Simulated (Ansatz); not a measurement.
# C$_{18}$H$_{3}$N: geometry relaxation (part 5 of 5)

Continued. System: C$_{18}$H$_{3}$N (slab, 22 atoms in the cell). Method: DFT PBE-D3(BJ), scalar-relativistic, plane waves, PAW, no spin polarisation (Ansatz 0.2.0); cutoff 420 eV, 2×2×1 k-mesh, Gaussian smearing of 0.05 eV. It belongs to a series of runs on one base structure; here: end point A relaxed.

Geometry of the input (Å; fractional positions):
```
7.3980  0.0000  0.0000
-3.6990  6.4069  0.0000
0.0000  0.0000  11.0000
C  0.0000  0.0000  0.0909
C  0.2222  0.1111  0.0909
C  0.0000  0.3333  0.0909
C  0.2222  0.4444  0.0909
C  -0.0000  0.6667  0.0909
C  0.2222  0.7778  0.0909
C  0.3333  0.0000  0.0909
C  0.5556  0.1111  0.0909
C  0.3333  0.3333  0.0909
C  0.5556  0.4444  0.0909
C  0.3333  0.6667  0.0909
C  0.5556  0.7778  0.0909
C  0.6667  0.0000  0.0909
C  0.8889  0.1111  0.0909
C  0.6667  0.3333  0.0909
C  0.8889  0.4444  0.0909
C  0.6667  0.6667  0.0909
C  0.8889  0.7778  0.0909
N  0.0269  0.0625  0.2209
H  -0.1198  -0.0065  0.2555
H  0.0958  -0.0147  0.2555
H  0.1045  0.2085  0.2555
```

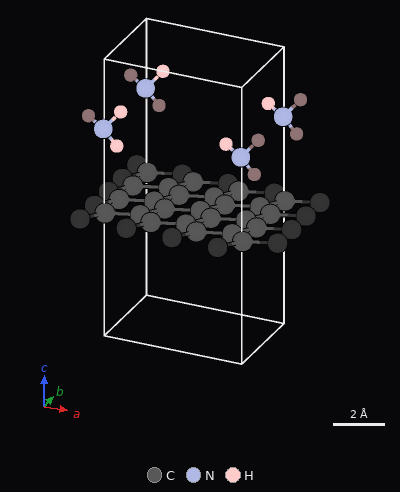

**Figure 1.** The geometry at step 28 of the log (ball-and-stick view of the cell of the calculation, with the vacuum cut short, seen slightly off an axis; neighbours outside the cell are drawn fainter).

**Trajectory as extended XYZ, continued**
```
22
Lattice="7.3980 0.0000 0.0000 -3.6990 6.4069 0.0000 0.0000 0.0000 11.0000" Properties=species:S:1:pos:R:3:forces:R:3 step=24 energy=-4950.90426 accepted=F
C    -0.0036    0.0543    0.6667   -0.0023  -0.0045   0.0003
C     1.2223    0.7626    0.6715    0.0052  -0.0025   0.0014
C    -1.2288    2.1782    0.6762    0.0001   0.0032  -0.0008
C    -0.0037    2.8856    0.6772   -0.0012  -0.0014   0.0005
C    -2.4769    4.3131    0.6746   -0.0009  -0.0012  -0.0007
C    -1.2289    5.0333    0.6768    0.0018  -0.0011  -0.0006
C     2.4705    0.0420    0.6762    0.0003   0.0033  -0.0017
C     3.6953    0.7497    0.6779   -0.0015  -0.0074   0.0011
C     1.2226    2.1774    0.6763    0.0007   0.0032  -0.0010
C     2.4708    2.8983    0.6774    0.0005  -0.0023   0.0010
C    -0.0037    4.3266    0.6782   -0.0012   0.0039   0.0018
C     1.2226    5.0340    0.6770   -0.0010   0.0011  -0.0005
C     4.9213    0.0414    0.6765    0.0027   0.0019  -0.0014
C     6.1696    0.7620    0.6719   -0.0052  -0.0040   0.0009
C     3.6954    2.1909    0.6778   -0.0015   0.0022  -0.0011
C     4.9211    2.8990    0.6772    0.0012   0.0002   0.0010
C     2.4709    4.3137    0.6747    0.0010   0.0012  -0.0004
C     3.6954    5.0204    0.6705   -0.0008   0.0035   0.0007
N     0.0288   -0.0877    4.0912   -0.0213   0.1375   0.0289
H    -0.9031    0.0579    4.4927    0.1268  -0.0147  -0.0465
H     0.6976    0.2174    4.8071   -0.1250  -0.0169  -0.1527
H     0.1061    0.5787    3.3143    0.0217  -0.1049   0.1698
22
Lattice="7.3980 0.0000 0.0000 -3.6990 6.4069 0.0000 0.0000 0.0000 11.0000" Properties=species:S:1:pos:R:3:forces:R:3 step=25 energy=-4950.90499
C    -0.0030    0.0555    0.6659   -0.0017  -0.0021   0.0002
C     1.2229    0.7638    0.6709    0.0033  -0.0006   0.0009
C    -1.2282    2.1794    0.6757    0.0004   0.0028  -0.0004
C    -0.0030    2.8868    0.6769   -0.0014  -0.0009   0.0002
C    -2.4764    4.3145    0.6740    0.0001  -0.0016  -0.0003
C    -1.2283    5.0347    0.6763    0.0015  -0.0020  -0.0003
C     2.4710    0.0433    0.6757    0.0006   0.0027  -0.0008
C     3.6960    0.7509    0.6774   -0.0015  -0.0041   0.0003
C     1.2232    2.1787    0.6758    0.0005   0.0014  -0.0005
C     2.4714    2.8996    0.6769    0.0006  -0.0017   0.0004
C    -0.0030    4.3279    0.6780   -0.0014   0.0023   0.0008
C     1.2233    5.0353    0.6765   -0.0006   0.0002  -0.0002
C     4.9220    0.0427    0.6759    0.0014   0.0010  -0.0006
C     6.1702    0.7633    0.6712   -0.0027  -0.0025   0.0008
C     3.6960    2.1922    0.6773   -0.0014   0.0012  -0.0002
C     4.9217    2.9002    0.6768    0.0009   0.0007   0.0004
C     2.4715    4.3151    0.6741    0.0005   0.0008  -0.0002
C     3.6961    5.0217    0.6699   -0.0010   0.0014   0.0005
N     0.0194   -0.0892    4.0793   -0.0027   0.0237   0.0049
H    -0.8948    0.0444    4.5171    0.0291  -0.0001  -0.0113
H     0.7127    0.1772    4.7821   -0.0339   0.0036  -0.0319
H     0.0810    0.6110    3.3362    0.0093  -0.0263   0.0378
22
Lattice="7.3980 0.0000 0.0000 -3.6990 6.4069 0.0000 0.0000 0.0000 11.0000" Properties=species:S:1:pos:R:3:forces:R:3 step=26 energy=-4950.90398 accepted=F
C    -0.0049    0.0536    0.6674   -0.0031  -0.0045  -0.0001
C     1.2212    0.7620    0.6721    0.0045  -0.0012   0.0019
C    -1.2300    2.1775    0.6767    0.0003   0.0016  -0.0011
C    -0.0049    2.8849    0.6777   -0.0012  -0.0013   0.0000
C    -2.4781    4.3124    0.6751   -0.0004  -0.0002  -0.0007
C    -1.2300    5.0326    0.6772    0.0002   0.0004  -0.0008
C     2.4693    0.0413    0.6766    0.0010  -0.0001  -0.0017
C     3.6941    0.7490    0.6783   -0.0012  -0.0034   0.0018
C     1.2214    2.1768    0.6768    0.0002   0.0029  -0.0012
C     2.4696    2.8975    0.6779    0.0010  -0.0024   0.0014
C    -0.0049    4.3259    0.6787   -0.0007   0.0022   0.0020
C     1.2214    5.0333    0.6775    0.0003   0.0027  -0.0008
C     4.9202    0.0407    0.6770    0.0021  -0.0012  -0.0014
C     6.1684    0.7614    0.6725   -0.0042  -0.0022   0.0013
C     3.6942    2.1902    0.6783   -0.0013   0.0015  -0.0022
C     4.9200    2.8983    0.6777    0.0004  -0.0001   0.0014
C     2.4697    4.3130    0.6752    0.0003   0.0022  -0.0004
C     3.6942    5.0197    0.6711   -0.0006   0.0019   0.0015
N     0.0411   -0.0880    4.1005   -0.0452   0.1876   0.0550
H    -0.9090    0.0629    4.4586    0.1755  -0.0266  -0.0627
H     0.6759    0.2515    4.8339   -0.1473  -0.0387  -0.2058
H     0.1427    0.5524    3.3032    0.0194  -0.1212   0.2123
22
Lattice="7.3980 0.0000 0.0000 -3.6990 6.4069 0.0000 0.0000 0.0000 11.0000" Properties=species:S:1:pos:R:3:forces:R:3 step=27 energy=-4950.90555
C    -0.0047    0.0554    0.6661    0.0028   0.0115   0.0053
C     1.2216    0.7639    0.6718   -0.0091   0.0043  -0.0082
C    -1.2297    2.1796    0.6753    0.0025  -0.0060   0.0041
C    -0.0047    2.8870    0.6769    0.0014  -0.0011   0.0012
C    -2.4778    4.3144    0.6742   -0.0003  -0.0030   0.0015
C    -1.2298    5.0346    0.6765    0.0011  -0.0009  -0.0009
C     2.4697    0.0433    0.6756   -0.0043   0.0018   0.0054
C     3.6944    0.7507    0.6773   -0.0012   0.0102  -0.0023
C     1.2218    2.1789    0.6761   -0.0014  -0.0117   0.0008
C     2.4700    2.8995    0.6771   -0.0002   0.0006   0.0001
C    -0.0046    4.3281    0.6783   -0.0013  -0.0047  -0.0040
C     1.2218    5.0353    0.6765    0.0016   0.0004   0.0005
C     4.9205    0.0427    0.6755   -0.0022  -0.0042   0.0023
C     6.1684    0.7632    0.6710    0.0139   0.0024  -0.0008
C     3.6945    2.1921    0.6772   -0.0013  -0.0023   0.0017
C     4.9203    2.9003    0.6769   -0.0022   0.0019  -0.0032
C     2.4700    4.3151    0.6743    0.0005  -0.0005   0.0002
C     3.6945    5.0217    0.6702   -0.0027   0.0003  -0.0019
N     0.0288   -0.0931    4.0900    0.0083  -0.0022   0.0010
H    -0.8986    0.0568    4.4918    0.0008   0.0038  -0.0048
H     0.6977    0.1991    4.8049   -0.0075   0.0023  -0.0006
H     0.1176    0.5802    3.3264    0.0005  -0.0029   0.0026
22
Lattice="7.3980 0.0000 0.0000 -3.6990 6.4069 0.0000 0.0000 0.0000 11.0000" Properties=species:S:1:pos:R:3:forces:R:3 step=28 energy=-4950.90605
C    -0.0063    0.0552    0.6677    0.0007   0.0047  -0.0025
C     1.2200    0.7637    0.6724   -0.0049   0.0013   0.0019
C    -1.2313    2.1793    0.6765   -0.0013  -0.0033  -0.0001
C    -0.0063    2.8865    0.6779    0.0005   0.0030  -0.0006
C    -2.4794    4.3140    0.6751   -0.0009  -0.0019  -0.0004
C    -1.2314    5.0341    0.6772    0.0021   0.0017   0.0001
C     2.4680    0.0430    0.6767   -0.0001  -0.0022  -0.0023
C     3.6927    0.7504    0.6781    0.0003   0.0058   0.0019
C     1.2202    2.1785    0.6770    0.0011  -0.0065  -0.0008
C     2.4684    2.8990    0.6780   -0.0006   0.0021   0.0001
C    -0.0063    4.3276    0.6788   -0.0018  -0.0034   0.0012
C     1.2202    5.0350    0.6774    0.0002   0.0035  -0.0004
C     4.9190    0.0423    0.6767   -0.0042  -0.0051   0.0005
C     6.1669    0.7629    0.6724    0.0078   0.0002   0.0018
C     3.6928    2.1918    0.6781   -0.0003  -0.0018  -0.0007
C     4.9187    2.9000    0.6775   -0.0008   0.0024   0.0013
C     2.4684    4.3148    0.6753    0.0019   0.0000   0.0001
C     3.6929    5.0213    0.6712   -0.0023  -0.0014   0.0009
N     0.0408   -0.0946    4.0959   -0.0095   0.0374   0.0214
H    -0.9038    0.0647    4.4550    0.0455  -0.0038  -0.0244
H     0.6787    0.2229    4.8297   -0.0321  -0.0081  -0.0349
H     0.1587    0.5563    3.3156   -0.0013  -0.0243   0.0362
22
Lattice="7.3980 0.0000 0.0000 -3.6990 6.4069 0.0000 0.0000 0.0000 11.0000" Properties=species:S:1:pos:R:3:forces:R:3 step=29 energy=-4950.90625
C    -0.0087    0.0546    0.6687   -0.0005   0.0053   0.0036
C     1.2177    0.7631    0.6737   -0.0034   0.0029  -0.0039
C    -1.2336    2.1788    0.6776   -0.0004  -0.0038   0.0017
C    -0.0087    2.8860    0.6788    0.0007   0.0012   0.0008
C    -2.4817    4.3133    0.6761    0.0008  -0.0018   0.0011
C    -1.2337    5.0335    0.6783    0.0006   0.0012  -0.0005
C     2.4657    0.0425    0.6776    0.0001  -0.0022   0.0026
C     3.6904    0.7498    0.6793    0.0001   0.0070  -0.0012
C     1.2179    2.1779    0.6780   -0.0002  -0.0043   0.0006
C     2.4661    2.8984    0.6790   -0.0011   0.0004   0.0000
C    -0.0087    4.3271    0.6800   -0.0007  -0.0046  -0.0020
C     1.2179    5.0345    0.6785    0.0000   0.0018   0.0008
C     4.9167    0.0417    0.6778   -0.0028  -0.0036   0.0011
C     6.1646    0.7623    0.6736    0.0059   0.0028  -0.0006
C     3.6905    2.1912    0.6792   -0.0001  -0.0018   0.0012
C     4.9164    2.8994    0.6788   -0.0004   0.0009  -0.0013
C     2.4661    4.3142    0.6764   -0.0006  -0.0008   0.0002
C     3.6905    5.0208    0.6724   -0.0008  -0.0021  -0.0012
N     0.0591   -0.0956    4.1061   -0.0653   0.1180   0.0643
H    -0.9106    0.0729    4.3955    0.1490  -0.0245  -0.0545
H     0.6447    0.2596    4.8690   -0.0781  -0.0322  -0.1230
H     0.2231    0.5229    3.3055   -0.0026  -0.0598   0.1099
22
Lattice="7.3980 0.0000 0.0000 -3.6990 6.4069 0.0000 0.0000 0.0000 11.0000" Properties=species:S:1:pos:R:3:forces:R:3 step=30 energy=-4950.90746
C    -0.0095    0.0541    0.6699   -0.0011   0.0009   0.0011
C     1.2169    0.7626    0.6746   -0.0005   0.0036  -0.0002
C    -1.2343    2.1782    0.6787    0.0010  -0.0007   0.0003
C    -0.0094    2.8854    0.6799    0.0013  -0.0012  -0.0001
C    -2.4824    4.3128    0.6772   -0.0013  -0.0013   0.0003
C    -1.2344    5.0330    0.6793   -0.0017   0.0008  -0.0003
C     2.4650    0.0419    0.6786    0.0022  -0.0005  -0.0002
C     3.6896    0.7494    0.6803    0.0012   0.0026   0.0003
C     1.2171    2.1773    0.6791   -0.0026  -0.0011   0.0002
C     2.4653    2.8979    0.6801   -0.0024  -0.0002  -0.0001
C    -0.0094    4.3265    0.6809    0.0007  -0.0048  -0.0002
C     1.2171    5.0339    0.6796    0.0006   0.0036  -0.0001
C     4.9159    0.0412    0.6789   -0.0034  -0.0026   0.0004
C     6.1639    0.7618    0.6747    0.0012   0.0018   0.0010
C     3.6897    2.1907    0.6802    0.0010  -0.0025   0.0000
C     4.9156    2.8989    0.6797    0.0006   0.0025  -0.0002
C     2.4653    4.3137    0.6774    0.0003   0.0015   0.0004
C     3.6897    5.0202    0.6734    0.0009  -0.0032   0.0003
N     0.0670   -0.0937    4.1080   -0.0413   0.0607   0.0347
H    -0.9131    0.0707    4.3544    0.0730  -0.0156  -0.0289
H     0.6172    0.2772    4.8872   -0.0315  -0.0173  -0.0593
H     0.2590    0.5151    3.3081    0.0021  -0.0258   0.0494
22
Lattice="7.3980 0.0000 0.0000 -3.6990 6.4069 0.0000 0.0000 0.0000 11.0000" Properties=species:S:1:pos:R:3:forces:R:3 step=31 energy=-4950.90864
C    -0.0101    0.0534    0.6723   -0.0025   0.0095   0.0021
C     1.2163    0.7619    0.6766   -0.0056   0.0008   0.0022
C    -1.2351    2.1776    0.6816    0.0031  -0.0038  -0.0001
C    -0.0101    2.8848    0.6826   -0.0030  -0.0001   0.0012
C    -2.4831    4.3123    0.6799   -0.0008  -0.0041  -0.0003
C    -1.2352    5.0324    0.6816    0.0089   0.0001   0.0004
C     2.4643    0.0413    0.6807    0.0015  -0.0017   0.0023
C     3.6890    0.7489    0.6830   -0.0011  -0.0055  -0.0009
C     1.2164    2.1768    0.6817    0.0004  -0.0047  -0.0003
C     2.4645    2.8973    0.6831    0.0057   0.0031  -0.0006
C    -0.0100    4.3257    0.6836   -0.0029   0.0067   0.0006
C     1.2165    5.0333    0.6827   -0.0071   0.0002  -0.0016
C     4.9152    0.0406    0.6819   -0.0023  -0.0019   0.0020
C     6.1632    0.7612    0.6777    0.0070   0.0019  -0.0012
C     3.6891    2.1901    0.6833   -0.0026   0.0060  -0.0005
C     4.9150    2.8983    0.6827   -0.0028   0.0026  -0.0005
C     2.4646    4.3132    0.6807    0.0035  -0.0047  -0.0016
C     3.6891    5.0197    0.6763   -0.0027  -0.0062  -0.0005
N     0.0722   -0.0898    4.0959    0.0043   0.0119   0.0045
H    -0.9187    0.0717    4.2869    0.0037  -0.0024  -0.0062
H     0.5781    0.2697    4.9079   -0.0099  -0.0041  -0.0050
H     0.3106    0.5283    3.3176    0.0052  -0.0035   0.0035
22
Lattice="7.3980 0.0000 0.0000 -3.6990 6.4069 0.0000 0.0000 0.0000 11.0000" Properties=species:S:1:pos:R:3:forces:R:3 step=32 energy=-4950.90864
C    -0.0101    0.0534    0.6723   -0.0025   0.0095   0.0022
C     1.2163    0.7619    0.6766   -0.0056   0.0007   0.0022
C    -1.2351    2.1776    0.6816    0.0030  -0.0038  -0.0001
C    -0.0101    2.8848    0.6826   -0.0030  -0.0001   0.0013
C    -2.4831    4.3123    0.6799   -0.0008  -0.0041  -0.0003
C    -1.2352    5.0324    0.6816    0.0089   0.0000   0.0004
C     2.4643    0.0413    0.6807    0.0015  -0.0018   0.0024
C     3.6890    0.7489    0.6830   -0.0011  -0.0055  -0.0009
C     1.2164    2.1768    0.6817    0.0004  -0.0048  -0.0003
C     2.4645    2.8973    0.6831    0.0057   0.0031  -0.0005
C    -0.0100    4.3257    0.6836   -0.0029   0.0067   0.0006
C     1.2165    5.0333    0.6827   -0.0071   0.0002  -0.0015
C     4.9152    0.0406    0.6819   -0.0023  -0.0019   0.0020
C     6.1632    0.7612    0.6777    0.0070   0.0018  -0.0012
C     3.6891    2.1901    0.6833   -0.0025   0.0060  -0.0004
C     4.9150    2.8983    0.6827   -0.0028   0.0026  -0.0004
C     2.4646    4.3132    0.6807    0.0035  -0.0047  -0.0016
C     3.6891    5.0197    0.6763   -0.0027  -0.0062  -0.0004
N     0.0722   -0.0898    4.0959    0.0043   0.0120   0.0044
H    -0.9187    0.0717    4.2869    0.0037  -0.0024  -0.0065
H     0.5781    0.2697    4.9079   -0.0101  -0.0042  -0.0050
H     0.3106    0.5283    3.3176    0.0054  -0.0034   0.0035
```

**Summary**

- outcome: converged
- electrons treated: 80
- free energy: −4950.9086 eV
- Fermi energy: −0.538 eV
- final volume: 521.38 Å³
- largest force (length of the vector) at the end: 0.014 eV/Å
- wall time: 5.9 min
- peak memory: 0.61 GiB

The k-point mesh is coarse for a cell of this size, so the results may not be converged.
